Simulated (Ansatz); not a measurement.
```yaml
atoms:
  - { symbol: O, position_ang: [-1.9275, 0.8296, -1.1240] }
  - { symbol: Ga, position_ang: [-0.5927, 0.0145, -0.3183] }
  - { symbol: C, position_ang: [1.0615, -0.3172, 0.6031] }
  - { symbol: S, position_ang: [0.1068, -1.9394, 0.2767] }
  - { symbol: H, position_ang: [-1.8168, 1.7825, -1.1727] }
  - { symbol: H, position_ang: [2.0085, -0.2751, 0.0739] }
  - { symbol: H, position_ang: [1.1602, -0.0951, 1.6612] }
```

Geometry: PBE0-D4/def2-TZVP.

Level of theory: RKS PBE0-D4/def2-TZVPP (Ansatz 0.2.0).

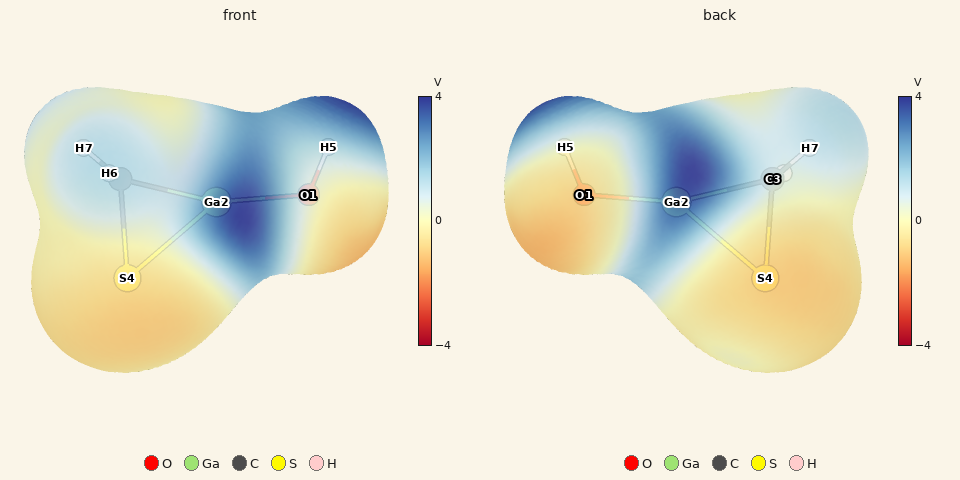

CH$_{3}$GaOS (SMILES [OH][Ga]1[CH2][S]1). The molecular electrostatic potential painted on the density surface at 0.004 e/bohr³, seen from the front and from behind; the colour scale runs from red (negative) to blue (positive).

Question: Describe the electrostatic potential map.

Answer: The most negative region (about −1.4 V) lies over O1, the most positive (about +3.9 V) over Ga2. O1 is the likeliest acceptor of a hydrogen bond.
